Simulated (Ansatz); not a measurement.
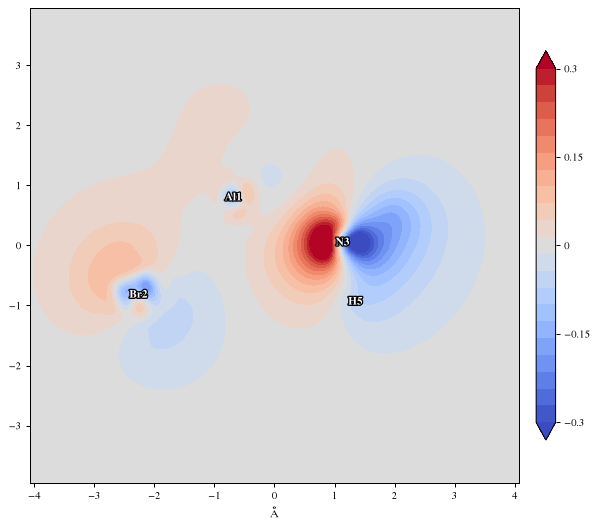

Figure 1: AlBrH₃NO. The HOMO on the plane of atoms Br2, Al1 and N3 (values in Å⁻³ᐟ²; the overall sign is arbitrary).

Geometry: PBE0-D3(BJ)/def2-SVP.

Level of theory: isolated molecule in a Gaussian basis; Kohn-Sham density functional theory, functional PBE0 (Ansatz 0.2.0).

Input file:

```
crystal:
  periodic: [false, false, false]
  atoms:
    - {symbol: Al, position_ang: [-0.699075, -1.148089, -1.727556]}
    - {symbol: Br, position_ang: [0.278851, -0.056587, -0.000855]}
    - {symbol: N, position_ang: [-1.654556, 0.084899, -2.930391]}
    - {symbol: O, position_ang: [-0.414285, -0.494010, -3.360322]}
    - {symbol: H, position_ang: [-1.564354, 1.102965, -2.889046]}
    - {symbol: H, position_ang: [-1.313553, -2.580609, -1.534663]}
    - {symbol: H, position_ang: [-2.396241, -0.153464, -3.592399]}
basis:
  gaussian: {orbitals: def2-TZVPD}
hamiltonian: {xc: pbe0}
output: {forces: true, orbitals: {seedname: orbitals}}
```

Run with:

```sh
ansatz run input.yaml --threads 2 --pin off --max-ram 4350MiB --events-out events.jsonl --progress --plain --runs-dir runs
```

Question: What is the character of this orbital?

Answer: It lies mainly on Br2 (about 55 %), O4 (about 25 %), N3 (about 15 %) and Al1 (about 5 %). Its energy is −8.19 eV.
